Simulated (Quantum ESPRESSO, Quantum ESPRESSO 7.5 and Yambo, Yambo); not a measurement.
## Converging GW for KF (Carobbiite) in Yambo

What does each rung of G0W0 on KF (Carobbiite) cost, and what does it buy?

Main program and level: Quantum ESPRESSO 7.5 and Yambo 5.3.0; PBE and many-body steps on it, plane waves.

**1. The structure**

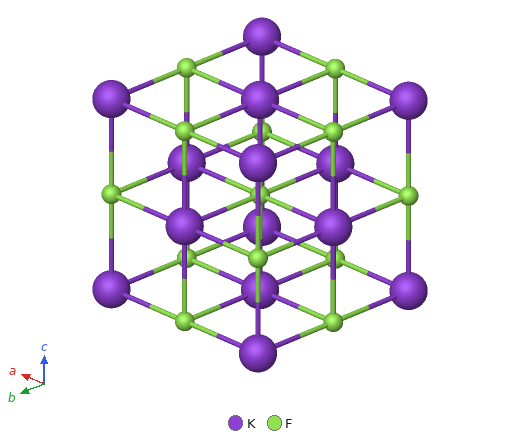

The starting structure, seen from a free direction (potassium purple, fluorine green). This picture shows the conventional cell, with its axes. Some periodic images of atoms are drawn too.

The cell and positions come from the Crystallography Open Database and are kept as given unless a step says otherwise.

**2. Empty states on the mesh, 4×4×4 mesh, 458 bands**

This step: Quantum ESPRESSO 7.5; DFT, PBE, plane waves, norm-conserving pseudopotentials.

The sums over transitions need many empty states on a uniform mesh; this step solves for them.

File pw.in:

```
&control
  calculation = 'nscf'
  prefix = 'x'
  outdir = 'o'
  pseudo_dir = 'pseudo'
/
&system
  ibrav = 0
  nat = 2
  ntyp = 2
  ecutwfc = 72.0
  nbnd = 458
  force_symmorphic = .true.
/
&electrons
  conv_thr = 1e-9
  electron_maxstep = 80
  diago_full_acc = .true.
  diago_thr_init = 5e-6
/
ATOMIC_SPECIES
  K 39.098 K.upf
  F 18.998 F.upf
CELL_PARAMETERS angstrom
  -0.0000000000 2.6718500000 2.6718500000
  2.6718500000 -0.0000000000 2.6718500000
  2.6718500000 2.6718500000 0.0000000000
ATOMIC_POSITIONS crystal
  K 0.0000000000 0.0000000000 0.0000000000
  F 0.5000000000 0.5000000000 0.5000000000
K_POINTS automatic
  4 4 4 0 0 0
```

Run with:

```console
OMP_NUM_THREADS=1 mpirun -n 4 pw.x -nk 4 -in pw.in > pw.out
```

The log of the run:

```text
Program PWSCF v.7.5 starts

     This program is part of the open-source Quantum ESPRESSO suite
     for quantum simulation of materials; please cite
         "P. Giannozzi et al., J. Phys.:Condens. Matter 21 395502 (2009);
         "P. Giannozzi et al., J. Phys.:Condens. Matter 29 465901 (2017);
         "P. Giannozzi et al., J. Chem. Phys. 152 154105 (2020);
     in publications or presentations arising from this work. More details at

     Atomic positions and unit cell read from directory:
     o/x.save/

     Message from routine setup:
[...]
k =-0.3536-0.3536 0.3536 (  2638 PWs)   bands (ev):

[...]
78.1755  81.0804  82.4950  82.4950  83.0432  84.8838  84.8838  85.6328
     [... 46 further rows ...]
   293.0866 293.0866 293.5390 293.5784 293.5784 294.6587 294.6824 294.6824
   294.7191 294.7191

          k = 0.3536 0.0000 0.0000 (  2650 PWs)   bands (ev):

     [... further k-points ...]

     highest occupied, lowest unoccupied level (ev):     1.5366    7.7360

     XML data file, pseudopotentials, collected wavefunctions

=------------------------------------------------------------------------------=
   JOB DONE.
=------------------------------------------------------------------------------=
```

The job ended after 42 s (4 MPI ranks of Arm Neoverse V2, shared host; peak memory 0.71 GiB; 2.8 min of CPU time).

This step gave:

```
gap                                                           : 6.199 eV
k of the valence top                                          : 0, 0, 0
k of the conduction bottom                                    : 0, 0, 0
least direct gap                                              : 6.199 eV
k points computed                                             : 8
lowest point of the top converged band, above the valence top : 291.1209 eV
```

On this mesh the gap is 6.199 eV.

The density comes from a self-consistent run that is not shown.

**3. Conversion and set-up**

This step: Yambo 5.3.0; conversion and set-up on PBE, plane waves, norm-conserving pseudopotentials.

The states are converted to the many-body program's format and the q mesh is built.

Run with:

```console
(cd o/x.save; p2y > p2y.log; mv SAVE ../..); yambo > setup.log
```

The log of the run:

```text
 Yambo, version 5.3.0

 [02] CORE Variables Setup
 =========================

  [02.01] Unit cells
  ==================

  Cell kind             :  FCC
  Atoms in the cell     :  K  F
  number of K  atoms    :  1
  number of F  atoms    :  1

  List of atomic masses
  Mass of K     :  39.09800
  Mass of F     :  18.99800

  List of atomic coordinates    : [cc]
  K1       :  0.000000  0.000000  0.000000  order 1
  F1       :  5.049065  5.049065  5.049065  order 2

  Alat factors          :  5.049065  5.049065  5.049065 [a.u.]
  Direct lattice volume :  257.4322 [a.u.]
[...]
==========================================

 IBZ Q-points                                      :   8
 BZ  Q-points                                      :   64

 K/Q-points units:
 rlu = crystal or reduced units; cc = cartesian coordinates; iku = interal k-units

 Q [1]          [rlu]:  0.000000  0.000000  0.000000
 Q [2]          [rlu]:  0.16981E-17  0.16981E-17  0.25000
 Q [3]          [rlu]: -0.33962E-17 -0.33962E-17 -0.50000
[...]
Q [7]          [rlu]: -0.14871E-18 -0.50000     -0.50000
 Q [8]          [rlu]:  0.250000 -0.500000 -0.250000

  [03.01] X indexes
  =================

   [03.01.01] Sigma indexes
   ========================

 [06] Game Over & Game summary
```

It took 2.1 s on 1 MPI rank; peak memory 0.24 GiB.

**4. 64 bands, 122.5 eV**

G0W0 replaces the xc potential by the self-energy, built once from these orbitals. Only a window of levels is corrected, while the sums run over the empty bands that the input names.

This step: G0W0 on PBE, plane waves, norm-conserving pseudopotentials.

File gw1.in:

```
HF_and_locXC
gw0
dyson
ppa
em1d
rim_cut
RandQpts= 1000000
RandGvec= 1 RL
EXXRLvcs= 72 Ry
VXCRLvcs= 288 Ry
Chimod= "HARTREE"
% BndsRnXp
 1 | 64 |
%
NGsBlkXp= 9 Ry
% LongDrXp
 1 | 1 | 1 |
%
% GbndRnge
 1 | 64 |
%
DysSolver= "n"
ExtendOut
PPAPntXp= 27.21138 eV
% QPkrange
 1 | 1 | 7 | 10 |
%
```

Run with:

```console
OMP_NUM_THREADS=1 mpirun -n 4 yambo -F gw1.in -J gw1 -C gw1 > gw1.log
```

The log of the run:

```text
 Yambo, version 5.3.0

 [02] CORE Variables Setup
 =========================

  [... cell, symmetries and grids as in the set-up ...]

  [02.05] Energies & Occupations
  ==============================

  [X] === General ===
  [X] Electronic Temperature                        :  0.000000  0.000000 [eV K]
  [X] Bosonic    Temperature                        :  0.000000  0.000000 [eV K]
  [X] Finite Temperature mode                       : no
  [X] El. density                                   :  0.41942E+24 [cm-3]
  [X] Fermi Level                                   :  1.536558 [eV]

  [X] === Gaps and Widths ===
  [X] Conduction Band Min                           :  6.199420 [eV]
  [X] Valence Band Max                              :  0.000000 [eV]
  [X] Filled Bands                                  :   8
  [X] Empty Bands                                   :     9   458
  [X] Direct Gap                                    :  6.199420 [eV]
  [X] Direct Gap localized at k                     :  1
  [X] Indirect Gap                                  :  6.199420 [eV]
  [X] Indirect Gap between kpts                     :  1  1
  [X] Last valence band width                       :  0.344584 [eV]
  [X] 1st conduction band width                     :  3.553835 [eV]

 [03] Transferred momenta grid and indexing
 ==========================================

 IBZ Q-points                                      :   8
 BZ  Q-points                                      :   64

 K/Q-points units:
 rlu = crystal or reduced units; cc = cartesian coordinates; iku = interal k-units

 Q [1]          [rlu]:  0.000000  0.000000  0.000000
 Q [2]          [rlu]:  0.16981E-17  0.16981E-17  0.25000
 Q [3]          [rlu]: -0.33962E-17 -0.33962E-17 -0.50000
 Q [4]          [rlu]:  0.74356E-19  0.25000      0.25000
 Q [5]          [rlu]: -0.62307E-17  0.25000      0.50000
 Q [6]          [rlu]: -0.33962E-17  0.25000     -0.25000
 Q [7]          [rlu]: -0.14871E-18 -0.50000     -0.50000
 Q [8]          [rlu]:  0.250000 -0.500000 -0.250000

 [04] Coloumb potential Random Integration (RIM)
 ===============================================

  [04.01] RIM initialization
  ==========================

  * Diagonal components only detected *

  8 x (sBL volume)        :  0.120444 [a.u.]
  sBZ random points       :  1000000
  Points outside the sBZ  :   7996195
  RL volume               :  0.963556 [a.u.]
  Integrated volume       :  0.964014 [a.u.]

  [04.02] RIM integrals
  =====================

  Gamma point sphere radius             :  0.089580 [a.u.]
  Points outside the sphere             :   799659
  [Int_sBZ(q=0) 1/q^2]*(Vol_sBZ)^(-1/3) =:  7.764404
                                 should be <:  7.795600

  Summary of Coulomb integrals for non-metallic bands |Q|[au] RIM/Bare

  Q [1] 0.100000E-4 0.995998 * Q [2] 0.269426 1.064955
  Q [4] 0.311106 1.063169 * Q [6] 0.439971 1.026119
  Q [5] 0.515912 1.019126 * Q [3] 0.538852 1.017184
  Q [7] 0.622213 1.014132 * Q [8] 0.695655 1.011034

 [WARNING] [Xp] User bands 1-64 break level degeneracy

 [05] Dipoles
 ============

  [05.01] Setup: observables and procedures
  =========================================

 [06] Dynamic Dielectric Matrix (PPA)
 ====================================

 [WR./gw1//ndb.pp]---------------------------------------------------------------
  Brillouin Zone Q/K grids (IBZ/BZ)                :    8   64    8   64
  RL vectors                                       :   3383 [WF]
  Coulomb cutoff potential                         : none
  Electronic Temperature                           :  0.000000 [K]
  Bosonic    Temperature                           :  0.000000 [K]
  PPA    diel. fun.  energies                      : Perdew, Burke & Ernzerhof(X)+Perdew, Burke & Ernzerhof(C)
  wavefunctions                                    : Perdew, Burke & Ernzerhof(X)+Perdew, Burke & Ernzerhof(C)
  Global Gauge                                     : length
  X matrix size                                    :  137
  X band range                                     :    1   64
  X e/h energy range                               : -1.000000 -1.000000 [eV]
  X Time ordering                                  : R
  X Hxc Kernel                                     : HARTREE
  X Drude frequency                                :  0.000000  0.000000
  X poles                                          :  100.0000 [o/o]
  RL vectors in the sum                            :   3383
  [r,Vnl] included                                 : yes
  Field direction                                  :  0.577350E-5  0.577350E-5  0.577350E-5
  BZ energy Double Grid                            : no
  BZ energy DbGd points                            : 0
  BZ Q point size factor                           : -1.000000
  X Optical Averaged directions                    : none

 [07] Local Exchange-Correlation + Non-Local Fock
 ================================================

 [VXC] Plane waves :  21187
 [EXS] Plane waves :  2733

 QP @ state[ 1 ] K range:  1  1
 QP @ state[ 1 ] b range:   7  10

 [xc] Functional : Perdew, Burke & Ernzerhof(X)+Perdew, Burke & Ernzerhof(C)
 [xc] LIBXC used to calculate xc functional
  PP Number of Atomic Species                      :  2
  NLCC RL compoments                               :  21187
  PP Number of Atomic Species                      :  2
  NLCC RL compoments                               :  21187

 [xc] E_xc :  -9.052398 [Ha]
      E_xc :  -18.10480 [Ry]

  Local XC kind (lXC) : Perdew, Burke & Ernzerhof(X)+Perdew, Burke & Ernzerhof(C)
  Non-Local XC kind (nlXC) : Hartree-Fock

  Corrections @ K [1] :  [eV]
 <7|nlXC|7> = -29.45298  0.14209E-17 <7|lXC|7> = -21.89882  0.000000
 <8|nlXC|8> = -29.45295 -0.36453E-17 <8|lXC|8> = -21.89882 -0.37763E-15
 <9|nlXC|9> = -4.028151 -0.21341E-17 <9|lXC|9> = -7.969212 -0.14161E-15
 <10|nlXC|10> = -4.982602  0.10511E-17 <10|lXC|10> = -10.84085 -0.94408E-16

 [08] Dyson equation: Newton solver
 ==================================

  [08.01] G0W0 (W PPA)
  ====================

  [  GW  ] Bands range     :    1   64
  [GW/PPA] G damping       :  0.100000 [eV]

  QP @ state[ 1 ] K range:  1  1
  QP @ state[ 1 ] b range:   7  10

   Sc/G bands                                       :    1   64
   Sc/G damping                                     :  0.100000 ev
   Sc bands terminator                              : no
   Sx RL components                                 :  2733

   QP @ state[ 1 ] K range                          :  1  1
   QP @ state[ 1 ] b range                          :   7  10
   GF energies kind                                 : Perdew, Burke & Ernzerhof(X)+Perdew, Burke & Ernzerhof(C)
   GF WF`s kind                                     : Perdew, Burke & Ernzerhof(X)+Perdew, Burke & Ernzerhof(C)
   Xs energies kind                                 : Perdew, Burke & Ernzerhof(X)+Perdew, Burke & Ernzerhof(C)
   Xs WF`s kind                                     : Perdew, Burke & Ernzerhof(X)+Perdew, Burke & Ernzerhof(C)

 [11] Game Over & Game summary
```

The job ended after 14 s (4 MPI ranks; peak memory 1.3 GiB).

This step gave:

```yaml
g0w0_gap_on_the_points_computed: 9.520 eV
starting_gap_on_the_mesh: 6.199 eV
k_of_the_valence_top: 0, 0, 0
k_of_the_conduction_bottom: 0, 0, 0
least_direct_g0w0_gap_on_the_computed_points: 9.520 eV
z_at_the_valence_top: 0.8155
z_at_the_conduction_bottom: 0.9016
```

The gap on the mesh goes from 6.20 eV to 9.52 eV, a correction of +3.32 eV.

**5. 191 bands, 231.3 eV**

File gw2.in:

```
HF_and_locXC
gw0
dyson
ppa
em1d
rim_cut
RandQpts= 1000000
RandGvec= 1 RL
EXXRLvcs= 72 Ry
VXCRLvcs= 288 Ry
Chimod= "HARTREE"
% BndsRnXp
 1 | 191 |
%
NGsBlkXp= 17 Ry
% LongDrXp
 1 | 1 | 1 |
%
% GbndRnge
 1 | 191 |
%
DysSolver= "n"
ExtendOut
PPAPntXp= 27.21138 eV
% QPkrange
 1 | 1 | 7 | 10 |
%
```

Run with:

```console
OMP_NUM_THREADS=1 mpirun -n 4 yambo -F gw2.in -J gw2 -C gw2 > gw2.log
```

The log of the run:

```text
 Yambo, version 5.3.0

 [02] CORE Variables Setup
 =========================

  [... cell, symmetries and grids as in the set-up ...]

  [02.05] Energies & Occupations
  ==============================

  [X] === General ===
  [X] Electronic Temperature                        :  0.000000  0.000000 [eV K]
  [X] Bosonic    Temperature                        :  0.000000  0.000000 [eV K]
  [X] Finite Temperature mode                       : no
  [X] El. density                                   :  0.41942E+24 [cm-3]
  [X] Fermi Level                                   :  1.536558 [eV]

  [X] === Gaps and Widths ===
  [X] Conduction Band Min                           :  6.199420 [eV]
  [X] Valence Band Max                              :  0.000000 [eV]
  [X] Filled Bands                                  :   8
  [X] Empty Bands                                   :     9   458
  [X] Direct Gap                                    :  6.199420 [eV]
  [X] Direct Gap localized at k                     :  1
  [X] Indirect Gap                                  :  6.199420 [eV]
  [X] Indirect Gap between kpts                     :  1  1
  [X] Last valence band width                       :  0.344584 [eV]
  [X] 1st conduction band width                     :  3.553835 [eV]

 [03] Transferred momenta grid and indexing
 ==========================================

 IBZ Q-points                                      :   8
 BZ  Q-points                                      :   64

 K/Q-points units:
 rlu = crystal or reduced units; cc = cartesian coordinates; iku = interal k-units

 Q [1]          [rlu]:  0.000000  0.000000  0.000000
 Q [2]          [rlu]:  0.16981E-17  0.16981E-17  0.25000
 Q [3]          [rlu]: -0.33962E-17 -0.33962E-17 -0.50000
[...]
================================================

 [VXC] Plane waves :  21187
 [EXS] Plane waves :  2733

 QP @ state[ 1 ] K range:  1  1
 QP @ state[ 1 ] b range:   7  10

 [xc] Functional : Perdew, Burke & Ernzerhof(X)+Perdew, Burke & Ernzerhof(C)
 [xc] LIBXC used to calculate xc functional
  PP Number of Atomic Species                      :  2
  NLCC RL compoments                               :  21187
  PP Number of Atomic Species                      :  2
  NLCC RL compoments                               :  21187

 [xc] E_xc :  -9.052398 [Ha]
      E_xc :  -18.10480 [Ry]

  Local XC kind (lXC) : Perdew, Burke & Ernzerhof(X)+Perdew, Burke & Ernzerhof(C)
  Non-Local XC kind (nlXC) : Hartree-Fock

  Corrections @ K [1] :  [eV]
 <7|nlXC|7> = -29.45298  0.14209E-17 <7|lXC|7> = -21.89882  0.000000
 <8|nlXC|8> = -29.45295 -0.36453E-17 <8|lXC|8> = -21.89882 -0.37763E-15
 <9|nlXC|9> = -4.028151 -0.21341E-17 <9|lXC|9> = -7.969212 -0.14161E-15
 <10|nlXC|10> = -4.982602  0.10511E-17 <10|lXC|10> = -10.84085 -0.94408E-16

 [08] Dyson equation: Newton solver
 ==================================

  [08.01] G0W0 (W PPA)
  ====================

  [  GW  ] Bands range     :    1  191
  [GW/PPA] G damping       :  0.100000 [eV]

  QP @ state[ 1 ] K range:  1  1
  QP @ state[ 1 ] b range:   7  10

   Sc/G bands                                       :    1  191
   Sc/G damping                                     :  0.100000 ev
   Sc bands terminator                              : no
   Sx RL components                                 :  2733

   QP @ state[ 1 ] K range                          :  1  1
   QP @ state[ 1 ] b range                          :   7  10
   GF energies kind                                 : Perdew, Burke & Ernzerhof(X)+Perdew, Burke & Ernzerhof(C)
   GF WF`s kind                                     : Perdew, Burke & Ernzerhof(X)+Perdew, Burke & Ernzerhof(C)
   Xs energies kind                                 : Perdew, Burke & Ernzerhof(X)+Perdew, Burke & Ernzerhof(C)
   Xs WF`s kind                                     : Perdew, Burke & Ernzerhof(X)+Perdew, Burke & Ernzerhof(C)

 [11] Game Over & Game summary
```

It took 88 s on 4 MPI ranks; peak memory 1.5 GiB; 5.8 min of CPU time.

Numbers from this step:

```
G0W0 gap on the points computed              : 9.629 eV
starting gap on the mesh                     : 6.199 eV
k of the valence top                         : 0, 0, 0
k of the conduction bottom                   : 0, 0, 0
least direct G0W0 gap on the computed points : 9.629 eV
Z at the valence top                         : 0.8097
Z at the conduction bottom                   : 0.8997
```

Against G0W0 in Yambo (4×4×4 mesh, 64 bands, screening to 122.5 eV, Godby-Needs plasmon pole), the gap moves by +0.109 eV.

**6. 458 bands, 353.7 eV**

File gw3.in:

```
HF_and_locXC
gw0
dyson
ppa
em1d
rim_cut
RandQpts= 1000000
RandGvec= 1 RL
EXXRLvcs= 72 Ry
VXCRLvcs= 288 Ry
Chimod= "HARTREE"
% BndsRnXp
 1 | 458 |
%
NGsBlkXp= 26 Ry
% LongDrXp
 1 | 1 | 1 |
%
% GbndRnge
 1 | 458 |
%
DysSolver= "n"
ExtendOut
PPAPntXp= 27.21138 eV
% QPkrange
 1 | 1 | 7 | 10 |
%
```

Run with:

```console
OMP_NUM_THREADS=1 mpirun -n 4 yambo -F gw3.in -J gw3 -C gw3 > gw3.log
```

The log of the run:

```text
 Yambo, version 5.3.0

 [02] CORE Variables Setup
 =========================

  [... cell, symmetries and grids as in the set-up ...]

  [02.05] Energies & Occupations
  ==============================

  [X] === General ===
  [X] Electronic Temperature                        :  0.000000  0.000000 [eV K]
  [X] Bosonic    Temperature                        :  0.000000  0.000000 [eV K]
  [X] Finite Temperature mode                       : no
  [X] El. density                                   :  0.41942E+24 [cm-3]
[...]
Sx RL components                                 :  2733

   QP @ state[ 1 ] K range                          :  1  1
   QP @ state[ 1 ] b range                          :   7  10
   GF energies kind                                 : Perdew, Burke & Ernzerhof(X)+Perdew, Burke & Ernzerhof(C)
   GF WF`s kind                                     : Perdew, Burke & Ernzerhof(X)+Perdew, Burke & Ernzerhof(C)
   Xs energies kind                                 : Perdew, Burke & Ernzerhof(X)+Perdew, Burke & Ernzerhof(C)
   Xs WF`s kind                                     : Perdew, Burke & Ernzerhof(X)+Perdew, Burke & Ernzerhof(C)

 [11] Game Over & Game summary
```

Wall time 9.4 min (4 MPI ranks); peak memory 2.1 GiB.

Numbers from this step:

```yaml
g0w0_gap_on_the_points_computed: 9.744 eV
starting_gap_on_the_mesh: 6.199 eV
k_of_the_valence_top: 0, 0, 0
k_of_the_conduction_bottom: 0, 0, 0
least_direct_g0w0_gap_on_the_computed_points: 9.744 eV
```

Against G0W0 in Yambo (4×4×4 mesh, 191 bands, screening to 231.3 eV, Godby-Needs plasmon pole), the gap moves by +0.114 eV.

**7. Side by side**

Times are wall times on 4 MPI ranks of Arm Neoverse V2, shared host, good to a factor of about two.

```csv
run,mesh,bands,screening cutoff (eV),DFT gap (eV),gap on the mesh (eV),direct (eV),time
"64 bands, 122.5 eV",4×4×4,64,122.5,6.199,9.520,9.520,14 s
"191 bands, 231.3 eV",4×4×4,191,231.3,6.199,9.629,9.629,88 s
"458 bands, 353.7 eV",4×4×4,458,353.7,6.199,9.744,9.744,9.4 min
```

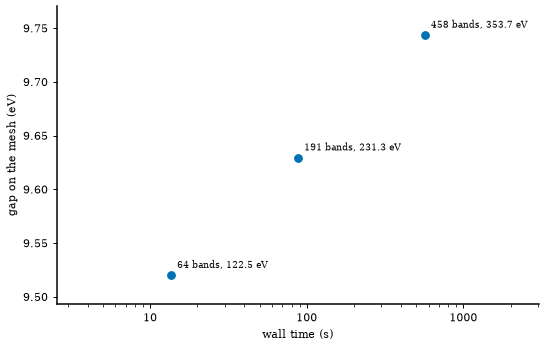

Result against wall time.

**8. What came out**

```yaml
64_bands_122p5_ev: 9.520 eV
191_bands_231p3_ev: 9.629 eV
458_bands_353p7_ev: 9.744 eV
known_limits: not at the basis limit; coarse k mesh
```

From the first rung to the last the gap moves by +0.22 eV for 42 times the time. The steps are not yet shrinking, so no limit is drawn. In the G0W0 runs levels were corrected at 1 k point alone, so a gap called «on the mesh» is the least over those, and an edge elsewhere would be missed. The 4×4×4 mesh is coarse for this cell, which bears on the long-range parts of exchange and screening.

[Paths, hosts, dates, memory and timing lines, banners, echoed tables and standing remarks are left out of the program output.]

[Logs are printed without paths, hosts, clocks, repeated set-up lines and the standing remarks that a program may print on its own settings, such as how far it seeks lower states.]

[Runs of the session that timed out or met a known fault of the program may be left out.]

[Hosts, paths, dates, database ids (printed as entryN), source tags and the programs' standing remarks are cut or masked in the printed files.]
